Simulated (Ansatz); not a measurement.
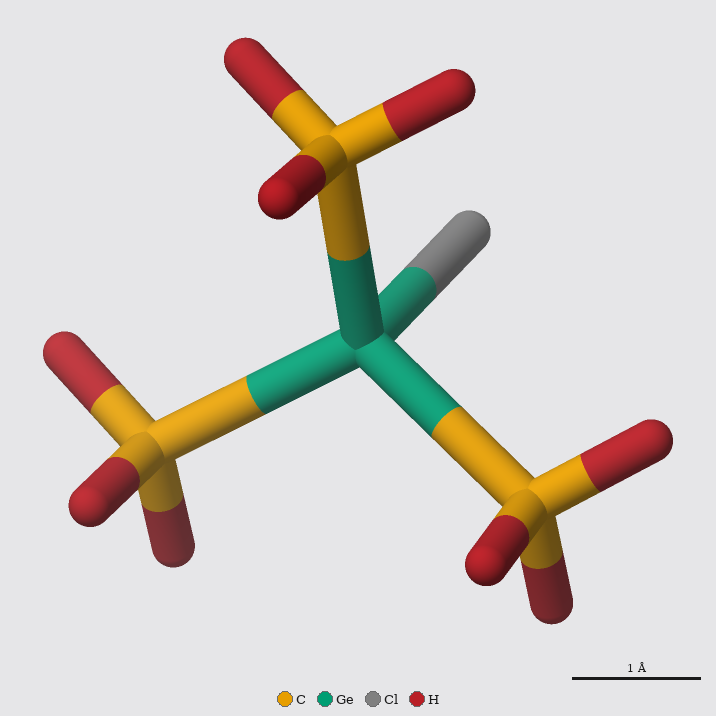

Starting geometry of the run.

The calculation was set up as follows.

```yaml
crystal:
  periodic: [false, false, false]
  atoms:
    - {symbol: C, position_ang: [-1.793750, 0.517332, 0.196127]}
    - {symbol: Ge, position_ang: [0.095839, 0.290636, -0.205294]}
    - {symbol: C, position_ang: [1.214140, 0.364792, 1.384340]}
    - {symbol: C, position_ang: [0.447253, -1.280565, -1.296562]}
    - {symbol: Cl, position_ang: [0.664008, 2.010132, -1.423185]}
    - {symbol: H, position_ang: [-1.952442, 1.448909, 0.740195]}
    - {symbol: H, position_ang: [-2.150391, -0.313985, 0.808378]}
    - {symbol: H, position_ang: [-2.372321, 0.547999, -0.727639]}
    - {symbol: H, position_ang: [1.040504, 1.297525, 1.921820]}
    - {symbol: H, position_ang: [2.266887, 0.311845, 1.105152]}
    - {symbol: H, position_ang: [0.982182, -0.472406, 2.046479]}
    - {symbol: H, position_ang: [0.185749, -2.186899, -0.745829]}
    - {symbol: H, position_ang: [1.503637, -1.323098, -1.563527]}
    - {symbol: H, position_ang: [-0.144294, -1.241515, -2.211753]}
basis:
  gaussian: {orbitals: def2-TZVPP}
magnetization: {spin_polarized: true, initial_magnetization: 0}
hamiltonian: {xc: {name: SPW92}, pseudopotentials: {relativity: none}}
scf: {lower_state_search: light}
output: {forces: true}
```

It was started with:

```sh
ansatz run in.yaml --threads 2 --pin off --events-out ev --progress --plain --max-ram 22528MiB --backend cuda --devices 0, --max-vram 18GiB
```

Result:

```
Functional definition: SPW92
  name "SPW92"
  cite "Dirac, Proc. Camb. Phil. Soc. 26, 376 (1930) doi:10.1017/S0305004100016108"
  cite "Slater, Phys. Rev. 81, 385 (1951) doi:10.1103/PhysRev.81.385"
  cite "Perdew & Wang, Phys. Rev. B 45, 13244 (1992) doi:10.1103/PhysRevB.45.13244"
  exchange = slater_x
  correlation = pw_c
1723 factors; their error is unknown
mean field evaluation 1: about -72119.9178 eV, gradient 7.8e1 eV
mean field evaluation 2: about -72086.0667 eV, gradient 1.1e2 eV
mean field evaluation 4: about -72144.4668 eV, gradient 8.4e0 eV
mean field evaluation 8: about -72144.7921 eV, gradient 1.4e-1 eV
mean field evaluation 16: about -72144.7528 eV, gradient 3.7e-4 eV
mean field -72144.75279327 eV, -2651.2707636830 hartree, gradient 3.9e-5 eV, S^2 0.000000; 0 other end points of the search recorded, 0 dependent functions left out
the calculation of the forces begins
reference -72144.75283794 eV, -2651.2707653246 hartree; 38, 38 occupied and 271, 271 virtual orbitals, 1723 factors
Total energy: -72144.75283794 eV, -2651.2707653246 hartree
Atom 0 at    -1.793750     0.517332     0.196127 Å, force     0.479461    -0.060464    -0.100002 eV/Å
Atom 1 at     0.095839     0.290636    -0.205294 Å, force    -0.021973    -0.066723     0.047205 eV/Å
Atom 2 at     1.214140     0.364792     1.384340 Å, force    -0.285152    -0.021677    -0.402106 eV/Å
Atom 3 at     0.447253    -1.280565    -1.296562 Å, force    -0.090260     0.396545     0.279397 eV/Å
Atom 4 at     0.664008     2.010132    -1.423185 Å, force    -0.051073    -0.154150     0.109202 eV/Å
Atom 5 at    -1.952442     1.448909     0.740195 Å, force    -0.008135     0.243969     0.134476 eV/Å
Atom 6 at    -2.150391    -0.313985     0.808378 Å, force    -0.061475    -0.215805     0.150046 eV/Å
Atom 7 at    -2.372321     0.547999    -0.727639 Å, force    -0.118712     0.006757    -0.252079 eV/Å
Atom 8 at     1.040504     1.297525     1.921820 Å, force    -0.064306     0.246998     0.112062 eV/Å
Atom 9 at     2.266887     0.311845     1.105152 Å, force     0.258697    -0.012676    -0.103008 eV/Å
Atom 10 at     0.982182    -0.472406     2.046479 Å, force    -0.076743    -0.214868     0.144191 eV/Å
Atom 11 at     0.185749    -2.186899    -0.745829 Å, force    -0.072409    -0.206780     0.157623 eV/Å
Atom 12 at     1.503637    -1.323098    -1.563527 Å, force     0.273008     0.018610    -0.053038 eV/Å
Atom 13 at    -0.144294    -1.241515    -2.211753 Å, force    -0.160929     0.040264    -0.223970 eV/Å
Dipole moment:    -0.150277    -0.454811     0.322142 e Å
```

Self-consistency was reached.
